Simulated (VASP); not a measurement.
Band structure of AlAs (space group P4/nmm). Level of theory: PBE GGA, VASP's PBE PAW potentials (set 64) (plane waves; VASP).

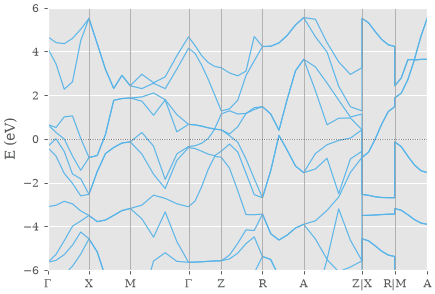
Fig. 1. Bands along high-symmetry lines, zero at the valence-band maximum or, without a gap, the Fermi level

### Question
Read the plot: is there a gap, and where are the band edges?

### Answer
It has no gap at this level: it comes out as a metal or semimetal.

The structure was generated: AlAs was put into an ordered model structure, which need not be its known phase. The cell was not relaxed at this level.
